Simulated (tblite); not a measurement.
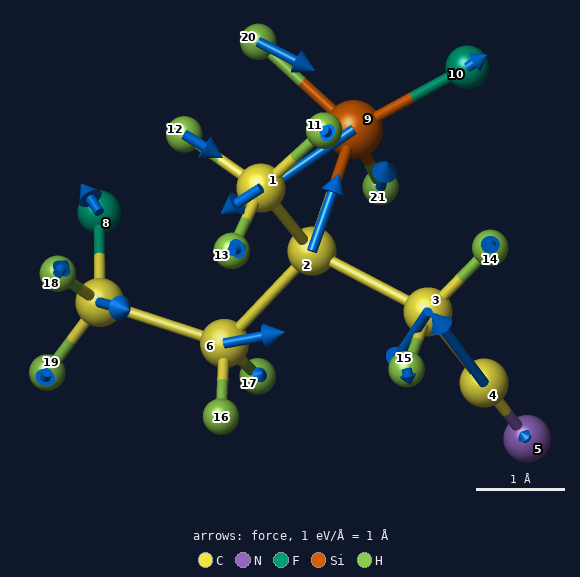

Starting geometry of C6H11F2NSi with the computed forces as blue arrows. Style: ball-and-stick. Shown at a tilt.

The calculation used GFN2-xTB geometry optimisation, gas phase in tblite. 

What follows when this structure is relaxed?

Answer. It isn't relaxed: the largest force vector, on the Si atom, is 1.64 eV/Å. The final displacements have little in common with the starting forces (cosine between the two patterns 0.13). The energy falls by 6.34 kcal/mol in 109 geometry steps. The atom that moves furthest after the best rigid fit is an F atom (0.64 Å). Largest moves by element: F 0.64 Å, H 0.59 Å, N 0.29 Å, C 0.21 Å, Si 0.20 Å. Among the contacts that change: C–Si 2.006 → 1.926 Å, C–C 1.483 → 1.438 Å, H–Si 1.489 → 1.451 Å, C–C 1.577 → 1.545 Å. Bond angles that change, for instance: F–Si–H 108.9° → 103.3°, H–Si–H 113.2° → 118.6°, F–Si–H 110.6° → 105.5°. Cost: 1 s on 1 thread of Arm Neoverse V1, with other jobs on the host.
